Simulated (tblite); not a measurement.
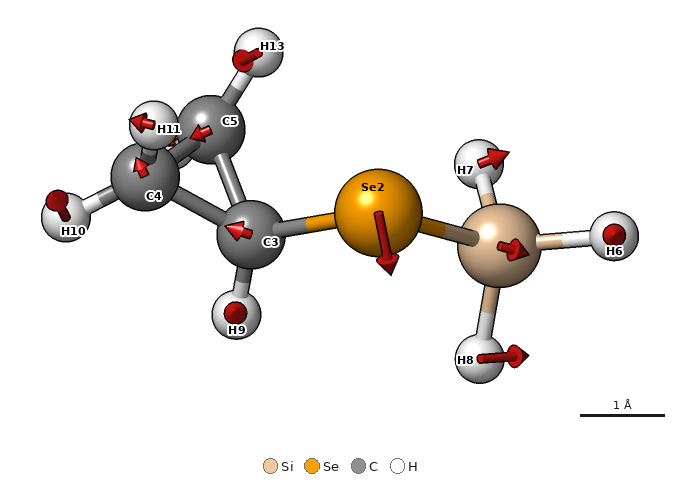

A relaxation of C3H8SeSi. The starting structure is drawn; red arrows show the displacements, magnified 5 times. The two geometries are superimposed by the best rigid fit.

Style: ball-and-stick. Shown from a free direction.

All numbers below come from GFN2-xTB geometry optimisation, gas phase (tblite). 

Describe the change and its energy.

The energy falls by 7.07 kcal/mol in 48 geometry steps. The Se atom moves most after the best rigid fit: 0.17 Å. Largest moves by element: Se 0.17 Å, H 0.16 Å, Si 0.09 Å, C 0.07 Å. Near-neighbour distances that change, for instance: C–H 1.120 → 1.080 Å, C–C 1.525 → 1.496 Å, Se–Si 2.292 → 2.274 Å, H–Si 1.469 → 1.461 Å. Bond angles that change, for instance: Se–C–H 122.2° → 111.6°, H–C–H 122.7° → 113.9°, H–C–H 122.3° → 113.9°. The run took 0.2 s on 1 thread of AMD EPYC 9R45 96-Core Processor, with other jobs on the host.
